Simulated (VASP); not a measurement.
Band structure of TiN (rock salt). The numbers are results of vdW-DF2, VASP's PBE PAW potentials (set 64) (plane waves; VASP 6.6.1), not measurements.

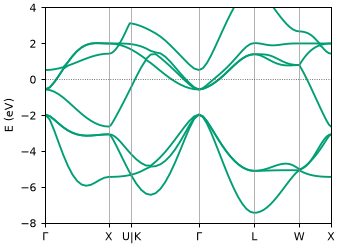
Fig. 1. Bands along high-symmetry lines, zero at the valence-band maximum or, without a gap, the Fermi level

Question: Read the plot: is there a gap, and where are the band edges?

Answer: It has no gap at this level: it comes out as a metal or semimetal. (Edges off the drawn lines would not show.)

The compound is TiN in the rock salt structure. It was relaxed first, which changed the volume by +6 %. The electron count is odd and the run is not spin-polarised, which forces a metal.
